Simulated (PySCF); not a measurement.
Molecule: SMILES C#C[SiH2][SiH2][Si](C)(C)C. Atoms near the plane z = 0.0 Å, at the GFN2-xTB optimised geometry (x, y, z in Å): C1 (-0.1, -2.9, 0.1), C2 (0.7, -2.1, -0.1), Si3 (2.0, -0.7, -0.5), Si4 (1.0, 1.3, 0.0), Si5 (-1.3, 1.3, 0.0), C7 (-2.1, 3.1, 0.0), H9 (-0.8, -3.6, 0.4), H11 (3.2, -1.1, 0.3), H13 (1.5, 2.3, -0.9), H17 (-1.8, 3.6, -0.9), H18 (-1.8, 3.6, 0.9), H19 (-3.2, 3.1, 0.0).

Computed with PBE/def2-SVP run with PySCF. Cells within 0.4 Å of a nucleus heavier than hydrogen are left out (blank, or x). The values are rescaled to run from 0 to 1.

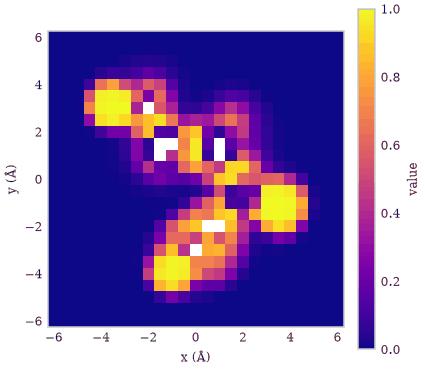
Figure: a field on the plane z = 0.0 Å.

Which quantity is mapped?
A) electron localisation function
B) Laplacian of the electron density
C) electrostatic potential
D) deformation density (molecule minus spherical neutral atoms)

A, electron localisation function
